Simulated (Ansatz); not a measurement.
```xyz
8

N    -0.5842    1.2816    0.0719
Ge    0.4300   -0.1769   -0.2072
O     0.3325   -1.1069    1.2823
F    -0.1996   -1.2573   -1.4292
H    -1.5048    1.1120    0.4494
H    -0.6221    1.9629   -0.6706
H     1.8422    0.1784   -0.6722
H     0.3982   -2.0511    1.1197
```

Geometry: PBE0-D4/def2-TZVP.

All numbers below come from RKS PBE0-D4/def2-TZVPP in Ansatz.

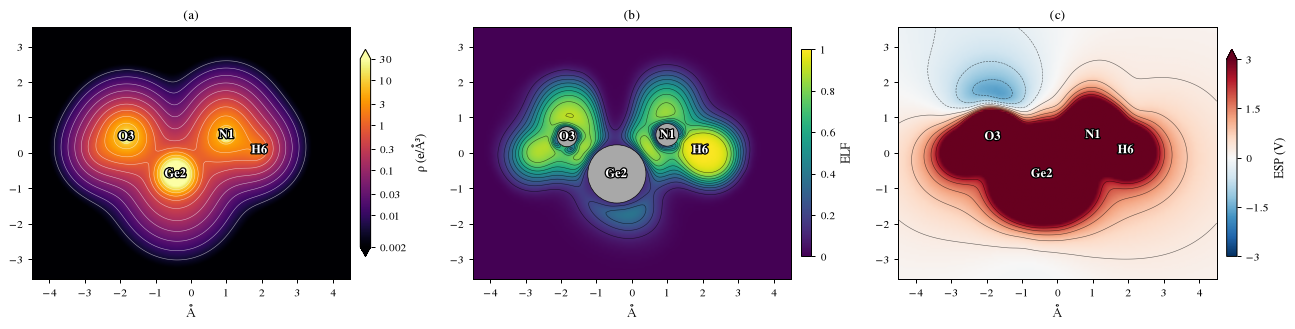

FGeH4NO (SMILES [NH2][GeH]([OH])[F]). (a) total electron density; (b) ELF; (c) molecular electrostatic potential on the plane of atoms Ge2, N1 and H6. Grey discs cover the atomic cores in the ELF map.

What do the fields say about this system?

The section cuts through N, Ge, O and H sites.
Ge–O (1.76 Å): ρ at the midpoint is about 1 e/Å³; the ELF peaks at about 0.85 in the valence shell of O, 0.6 Å from its nucleus, and is about 0.30 at the midpoint.
Ge–N (1.80 Å): ρ at the midpoint is about 1.1 e/Å³; the ELF peaks at about 0.90 in the valence shell of N, 0.6 Å from its nucleus, and is about 0.50 at the midpoint.
N–H (1.01 Å): the density is about 2.9 e/Å³ at the midpoint; the ELF climbs to about 1 towards the hydrogen, as it does in any bond to H: an ordinary covalent bond to hydrogen.
The ELF also peaks beside O3, away from the bonds: lone-pair regions.
Outside the dense part of the molecule the potential is most negative (−1.6 V) near O3.
